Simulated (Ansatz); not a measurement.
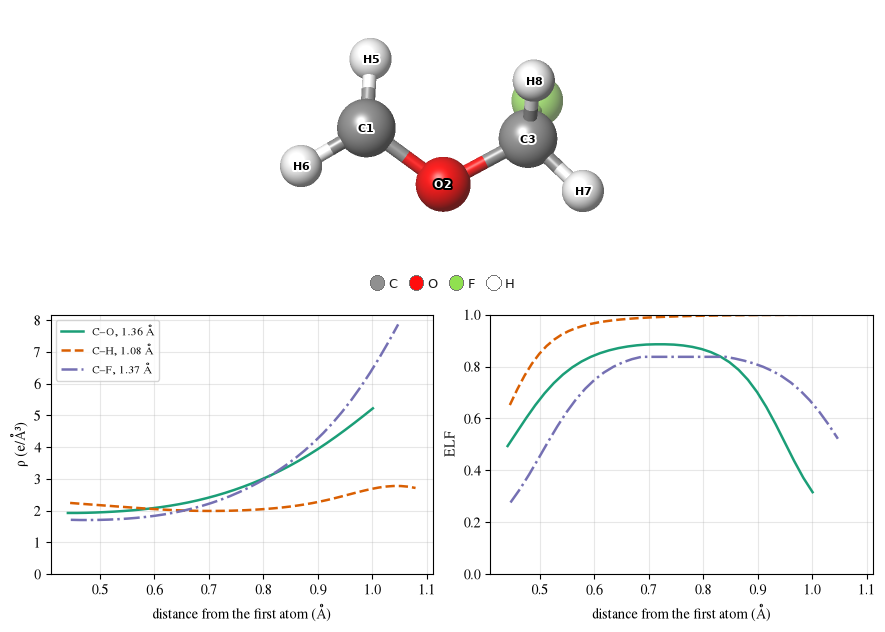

Figure 1: C$_{2}$H$_{4}$FO (SMILES [CH2]OCF) (doublet). Total electron density and ELF along straight lines between neighbouring atoms. The curves leave out the atomic cores. The structure is drawn too.

Geometry: PBE0-D4/def2-TZVP.

Theory: UKS PBE0-D4/def2-TZVPP in Ansatz.

```
atom    x (Å)    y (Å)    z (Å)
   C  -0.1766   1.2915  -0.1354
   O  -0.7471   0.1115   0.2167
   C   0.1055  -0.9711   0.2595
   F   0.4826  -1.3427  -1.0080
   H   0.7288   1.2710  -0.7296
   H  -0.8747   2.1134  -0.1798
   H  -0.4474  -1.7968   0.7079
   H   1.0210  -0.7341   0.8131
```

Question: Compare the contacts.

Answer: C–O (1.36 Å): ρ is about 2.3 e/Å³ halfway; the ELF peaks at about 0.90 between the atoms; a polar covalent bond.
C–H (1.08 Å): the density is about 2.1 e/Å³ at the midpoint; the ELF climbs to about 1 towards the hydrogen, as it does in any bond to H: an ordinary covalent bond to hydrogen.
C–F (1.37 Å): ρ at the midpoint is about 2.1 e/Å³, with its minimum of 1.7 e/Å³ about 0.5 Å from C; the ELF peaks at about 0.85 between the atoms (a shared but strongly polarised pair).
